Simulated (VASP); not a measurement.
```yaml
crystal:
  lattice:
    - [0.00000, 2.91756, 2.91756]
    - [2.91756, 0.00000, 2.91756]
    - [2.91756, 2.91756, 0.00000]
  atoms:
    - { symbol: Al, position: [0.00000, 0.00000, 0.00000] }
    - { symbol: As, position: [0.25000, 0.25000, 0.25000] }
```

The numbers are results of vdW-DF2, VASP's PBE PAW potentials (set 64) (plane waves; VASP 6.6.1), not measurements. Run with 520 eV cut-off, 9×9×9 Γ-centred mesh, tetrahedra with Blöchl corrections, potentials Al As.

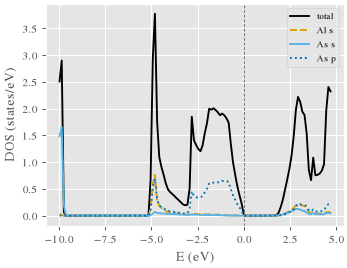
Figure. Total and projected density of states, zero at the valence-band maximum

Within 2 eV below the valence-band maximum the largest weight inside VASP's projection spheres is As p, then Al p.

The gap is direct, 1.25 eV, from the valence maximum at Γ to the conduction minimum at Γ.

The compound is AlAs in the zinc blende structure. It was relaxed first, which changed the volume by +10 %.
